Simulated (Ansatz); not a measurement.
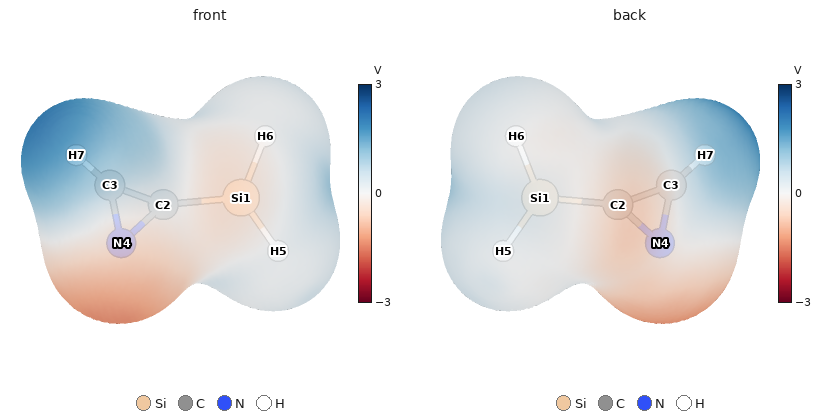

Figure 1: C2H3NSi (SMILES [SiH2]=C1C=N1). The electrostatic potential painted on the density surface at 0.002 e/bohr³, seen from the front and from behind; the colour scale runs from red (negative) to blue (positive).

Geometry: a frame of the PBE0-D4/def2-SVP trajectory; not at a stationary point (largest force 2.0 eV/Å).

Theory: Ansatz, RKS PBE0-D4/def2-TZVPP.

Input file:

```
crystal:
  periodic: [false, false, false]
  atoms:
    - {symbol: Si, position_ang: [-0.698265, 1.147756, -0.471229]}
    - {symbol: C, position_ang: [-0.062724, -0.386248, 0.070851]}
    - {symbol: C, position_ang: [0.942835, -1.214351, 0.640990]}
    - {symbol: N, position_ang: [0.447868, -1.685996, -0.426285]}
    - {symbol: H, position_ang: [-1.582096, 1.235683, -1.573139]}
    - {symbol: H, position_ang: [-0.667690, 2.351818, 0.443625]}
    - {symbol: H, position_ang: [1.737001, -1.528096, 1.276973]}
basis:
  gaussian: {orbitals: def2-TZVPP}
hamiltonian: {xc: pbe0, dispersion: d4}
output: {forces: true, orbitals: {seedname: orbitals}}
```

Launched as:

```sh
ansatz run in.yaml --threads 2 --pin off --events-out ev --progress --plain --max-ram 3481MiB
```

Question: Which sites attract a positive test charge, and which a negative one?

Answer: A positive charge is drawn to the negative regions and a negative charge to the positive ones. The most negative region (about −1.4 V) lies over N4, the most positive (about +2.1 V) over H7. N4 is the likeliest acceptor of a hydrogen bond.
